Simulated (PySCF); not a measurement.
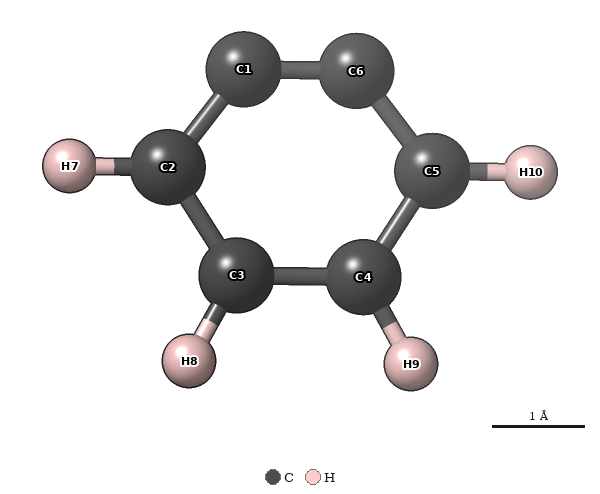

The structure (ball-and-stick view, seen on its broad side; atoms are numbered from 1 in the order of the input).

**What a change does: excited-state calculation on C$_{6}$H$_{4}$**

System: C$_{6}$H$_{4}$.
Method of run A: TDDFT CAM-B3LYP/def2-TZVPD, vertical, gas phase, core orbitals frozen in the response (PySCF 2.14.0).

The geometry comes from this level: PBE0-D3(BJ)/def2-TZVP. Text and figures count atoms from 1; the logs count them from 0 in places.

### Input file, run A
```
{"job": {"kind": "uv", "xc": "CAM-B3LYP", "basis": "def2-TZVPD", "nstates": 12, "ntriplets": 4}, "charge": 0, "multiplicity": 1}
C     -0.899363     0.458289     0.870527
C     -1.248028    -0.714570     0.243865
C     -0.232897    -1.101870    -0.645886
C      0.937334    -0.359304    -0.822879
C      1.191365     0.832788    -0.125331
C      0.139872     1.117508     0.713172
H     -2.154103    -1.290195     0.380494
H     -0.365154    -2.014807    -1.217662
H      1.681805    -0.716054    -1.527397
H      2.098098     1.407066    -0.263303
```

The first line tells a small driver script what to run in PySCF; the rest is the geometry in Å.

Hardware: 4 threads of AMD EPYC (Zen 3), 189 GiB of memory available, shared host.

### Output (run A)
```
coarse grid: 9000 points
cycle   1  E = -230.8385879299  dE =  1.324e+00  |g| = 2.957e-01  |ddm| = 3.801e+00
cycle   2  E = -230.8511453421  dE = -1.256e-02  |g| = 2.137e-01  |ddm| = 8.852e-01
cycle   3  E = -230.8625327657  dE = -1.139e-02  |g| = 3.991e-02  |ddm| = 4.266e-01
cycle   4  E = -230.8629253198  dE = -3.926e-04  |g| = 1.774e-02  |ddm| = 7.053e-02
cycle   5  E = -230.8630046988  dE = -7.938e-05  |g| = 3.223e-03  |ddm| = 2.503e-02
cycle   6  E = -230.8630079249  dE = -3.226e-06  |g| = 1.445e-03  |ddm| = 6.944e-03
final grid: 88736 points
cycle   7  E = -230.8570967364  dE = -2.335e-05  |g| = 3.743e-03  |ddm| = 1.448e-01
cycle   8  E = -230.8570960053  dE =  7.311e-07  |g| = 4.077e-03  |ddm| = 1.178e-02
cycle   9  E = -230.8571001550  dE = -4.150e-06  |g| = 5.413e-04  |ddm| = 5.679e-03
cycle  10  E = -230.8571002240  dE = -6.899e-08  |g| = 2.204e-04  |ddm| = 1.072e-03
cycle  11  E = -230.8571002338  dE = -9.840e-09  |g| = 1.106e-04  |ddm| = 4.018e-04
cycle  12  E = -230.8571002368  dE = -3.003e-09  |g| = 2.641e-05  |ddm| = 1.368e-04
cycle  13  E = -230.8571002370  dE = -1.865e-10  |g| = 2.386e-06  |ddm| = 4.308e-05
converged SCF energy = -230.8571002370

Static polarisability (au): isotropic 65.771, principal 41.138 72.344 83.830

Singlet excitations
state   eV       nm        f      main configurations
  1   3.9341    315.2   0.00000   H->L 0.95
  2   4.1724    297.2   0.00155   H-1->L 0.99
  3   4.7253    262.4   0.03569   H-2->L 0.87, H->L+3 0.10
  4   5.2509    236.1   0.00307   H-2->L+1 0.99
  5   5.6574    219.2   0.02065   H->L+1 0.77, H-1->L+3 0.21
  6   6.2446    198.5   0.00000   H-2->L+3 0.96
  7   6.3469    195.3   0.09268   H-1->L+1 0.80, H->L+3 0.17
  8   7.1080    174.4   0.01202   H->L+2 0.95
  9   7.1525    173.3   0.00000   H-1->L+2 0.95
 10   7.1711    172.9   0.22075   H-1->L+3 0.67, H->L+1 0.16, H-4->L 0.13
 11   7.3570    168.5   0.06290   H-2->L+2 0.82, H-2->L+5 0.14
 12   7.4934    165.5   0.36650   H->L+3 0.52, H-3->L 0.19, H-1->L+1 0.11

Triplet excitations (Tamm-Dancoff, eV): 2.1572 3.4459 3.9443 4.1615
```

For run B the input was changed thus:
```diff
-"xc": "CAM-B3LYP"
+"xc": "PBE0"
```

How does run B compare with run A?

The total energies belong to different methods, so their difference says nothing on which is more stable or more accurate. The HOMO goes from −8.93 to −7.65 eV. The LUMO goes from −0.88 to −2.02 eV. The dipole moment goes from 1.65 to 1.69 D. The strongest computed line goes from 7.49 to 7.32 eV. The functional changes from CAM-B3LYP to PBE0. The number of SCF iterations is the same. On the same kind of shared host run B took about 0.7 times as long.

### Output (run B)
```
coarse grid: 9000 points
cycle   1  E = -230.6924994953  dE =  1.149e+00  |g| = 3.528e-01  |ddm| = 3.866e+00
cycle   2  E = -230.6895402416  dE =  2.959e-03  |g| = 3.607e-01  |ddm| = 1.203e+00
cycle   3  E = -230.7236829328  dE = -3.414e-02  |g| = 3.257e-02  |ddm| = 6.459e-01
cycle   4  E = -230.7238892866  dE = -2.064e-04  |g| = 1.646e-02  |ddm| = 7.023e-02
cycle   5  E = -230.7239513180  dE = -6.203e-05  |g| = 5.022e-03  |ddm| = 2.228e-02
cycle   6  E = -230.7239567556  dE = -5.438e-06  |g| = 1.837e-03  |ddm| = 6.788e-03
final grid: 88736 points
cycle   7  E = -230.7099586331  dE = -3.733e-05  |g| = 7.406e-03  |ddm| = 2.433e-01
cycle   8  E = -230.7099335002  dE =  2.513e-05  |g| = 1.209e-02  |ddm| = 2.498e-02
cycle   9  E = -230.7099699051  dE = -3.640e-05  |g| = 3.333e-03  |ddm| = 1.327e-02
cycle  10  E = -230.7099727844  dE = -2.879e-06  |g| = 7.802e-04  |ddm| = 3.387e-03
cycle  11  E = -230.7099729298  dE = -1.454e-07  |g| = 2.959e-04  |ddm| = 1.048e-03
cycle  12  E = -230.7099729552  dE = -2.540e-08  |g| = 2.966e-05  |ddm| = 4.190e-04
cycle  13  E = -230.7099729554  dE = -1.922e-10  |g| = 4.032e-06  |ddm| = 6.634e-05
converged SCF energy = -230.7099729554

Static polarisability (au): isotropic 65.831, principal 40.817 72.876 83.799

Singlet excitations
state   eV       nm        f      main configurations
  1   3.9283    315.6   0.00000   H-1->L 0.98
  2   4.0785    304.0   0.00147   H-2->L 1.00
  3   4.7497    261.0   0.03390   H->L 0.88, H-1->L+2 0.09
  4   5.1098    242.6   0.00313   H->L+1 1.00
  5   5.6529    219.3   0.01826   H-1->L+1 0.78, H-2->L+2 0.21
  6   6.0749    204.1   0.00000   H->L+2 0.98
  7   6.3512    195.2   0.08608   H-2->L+1 0.79, H-1->L+2 0.18
  8   7.0102    176.9   0.00836   H-1->L+3 0.99
  9   7.0344    176.3   0.05084   H-2->L+2 0.50, H->L+3 0.21, H-5->L 0.17
 10   7.0661    175.5   0.00000   H-2->L+3 0.99
 11   7.1003    174.6   0.13629   H->L+3 0.75, H-2->L+2 0.12
 12   7.3234    169.3   0.19702   H-3->L 0.45, H-1->L+2 0.36, H-2->L+1 0.08

Triplet excitations (Tamm-Dancoff, eV): 2.1432 3.4068 3.8128 4.1446
```

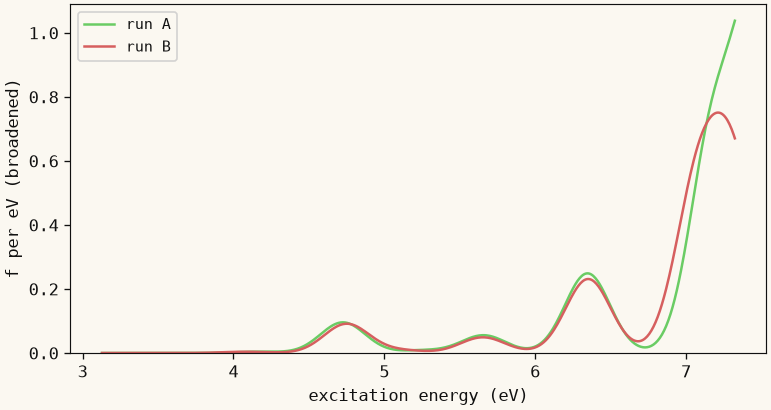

Absorption of the two runs from their computed states, each broadened by a Gaussian of 0.35 eV full width; the range ends where the shorter list of states ends.

### The two runs side by side

```tsv
quantity	run A	run B
outcome	converged	converged
total energy (hartree)	−230.857100	−230.709973
HOMO (eV)	−8.93	−7.65
LUMO (eV)	−0.88	−2.02
dipole moment (D)	1.65	1.69
lowest excitation (eV)	3.93	3.93
SCF iterations	13	13
strongest computed line (eV)	7.49	7.32
basis functions	258	258
wall time (shared host)	2.1 min	86 s
```
